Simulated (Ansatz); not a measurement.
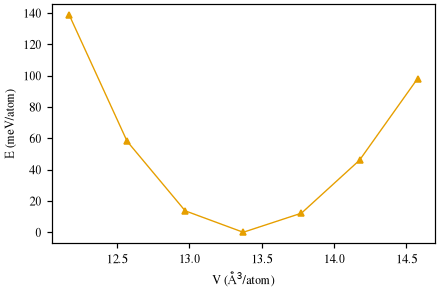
Ru (dhcp (α-La type), P6_3/mmc) under volume change, PBEsol in the plane-wave PAW code Ansatz, shape and atoms relaxed at each volume.

What does a third-order Birch–Murnaghan fit give for V₀, B₀ and B′?

V₀ = 13.37 Å³/atom, B₀ = 342 GPa, B′ = 4.8.

The start of the workflow was typed in or built on a structure type. Its sites differ from those of the usual phase in this space group: another stacking or structure type. Symmetry was held in the PBEsol relaxation; its stability against distortions is not shown here. No spin polarisation was allowed.

Potentials: the earlier of the program's two PAW sets. The files were generated under PBE; for other functionals the program regenerates the frozen cores, and for LDA and PBEsol the local potential too.
